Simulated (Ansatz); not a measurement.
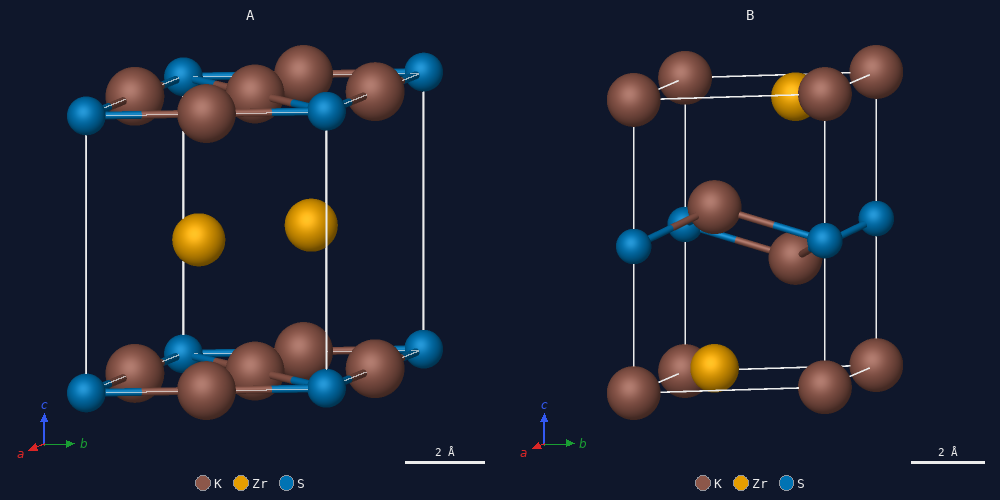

Two structures of K3Zr2S, each relaxed to rest (conventional cells in solid outline, small ones repeated, not to one scale). Method: Ansatz, DFT PBE, scalar-relativistic, plane waves, PAW, with collinear spins.

**Identify the two structures.**

A: 6 atoms a cell on a primitive hexagonal lattice, P6/mmm. B: 6 atoms a cell on a primitive hexagonal lattice, P-3m1.

**Which is the more stable form at this level of theory?**

B is lower, by 317 meV/atom at this level of theory (energies at zero smearing). Volumes: A 39.0, B 35.8 Å³/atom.

One or both may be structure types tried for this composition rather than known phases.
